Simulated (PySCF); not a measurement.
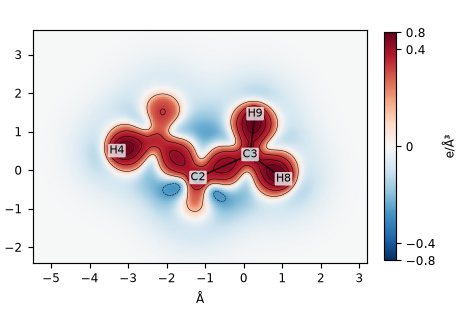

C₃H₆, triplet, SMILES `[CH2]C[CH2]`. Deformation density (molecule less spherical, spin-averaged free atoms) in the plane of C2, C3, H4, H8 and H9; colour scale in e/Å³, logarithmic beyond ±0.1; red: gain, blue: loss.

Computed with PySCF, PBE0/def2-SVP, geometry: GFN2-xTB. No frequency check shows the geometry to be a minimum. The stability of the open-shell solution wasn't checked. GFN2-xTB doesn't know the spin state, so this open-shell geometry is rough.

Input script:

```python
import numpy as np
from pyscf import gto, scf, dft
from pyscf.scf import atom_ks, atom_hf
from scipy.linalg import block_diag

def solve(mol, dm0=None, hcore=None):
    mf = (dft.UKS if mol.spin else dft.RKS)(mol, xc='pbe0')
    mf.grids.level = 3
    mf = mf.density_fit(auxbasis='def2-universal-jkfit')
    mf.conv_tol, mf.max_cycle = 1e-8, 80
    if hcore is not None:
        mf.get_hcore = lambda *args: hcore
    mf.kernel(dm0)
    if not mf.converged:
        mf = mf.newton().run(mf.mo_coeff, mf.mo_occ, max_cycle=30)
    assert mf.converged, 'SCF not converged'
    return mf

mol = gto.M(atom='''
C     -1.23495     0.27942     0.00303
C     -0.00001    -0.52945    -0.00077
C      1.23496     0.27941    -0.00264
H     -2.18839    -0.19189    -0.13644
H     -1.20434     1.32344     0.24053
H     -0.01337    -1.22019    -0.86760
H      0.01337    -1.21912     0.86984
H      2.18839    -0.19173     0.13740
H      1.20435     1.32314    -0.24144
''', basis='def2-svp', charge=0, spin=2, verbose=4)
mf = solve(mol)
mf.analyze()
# spherically averaged free atoms, for the promolecule
atm = atom_ks.get_atm_nrks(mol, xc='pbe0')
pro = block_diag(*[(atm[a[0]][2] * atm[a[0]][3]) @ atm[a[0]][2].T for a in mol._atom])
np.savez('result.npz', e=mf.e_tot, c=mf.mo_coeff, occ=mf.mo_occ, eps=mf.mo_energy, pro=pro, dip=mf.dip_moment(verbose=0), s2=mf.spin_square()[0])
```

Run with:

```sh
OMP_NUM_THREADS=1 python input.py
```

The run took 4.7 s on 1 thread of Intel(R) Xeon(R) 6975P-C (Granite Rapids) (shared host), peak memory 0.37 GiB.

Partitions, critical points and surface values were worked out afterwards from this run's density.

Describe the bonding that the map shows.

C3–H9: +0.72 e/Å³ at the bond critical point (bond length 1.07 Å, Mayer order 1.0). C3–H8: +0.72 e/Å³ at the bond critical point (bond length 1.07 Å, Mayer order 1.0). C2–C3: +0.50 e/Å³ at the bond critical point (bond length 1.48 Å, Mayer order 1.1). In all, 1.8 electrons gather in the regions of gain relative to the promolecule.

Where do the Hirshfeld charges lie?

The highest Hirshfeld charge is on H6 and H7 (+0.04 e), the lowest on C1 and C3 (−0.08 e).

```csv
atom,charge (e)
C1,−0.08
C2,−0.07
C3,−0.08
H4,+0.04
H5,+0.04
H6,+0.04
H7,+0.04
H8,+0.04
H9,+0.04
```
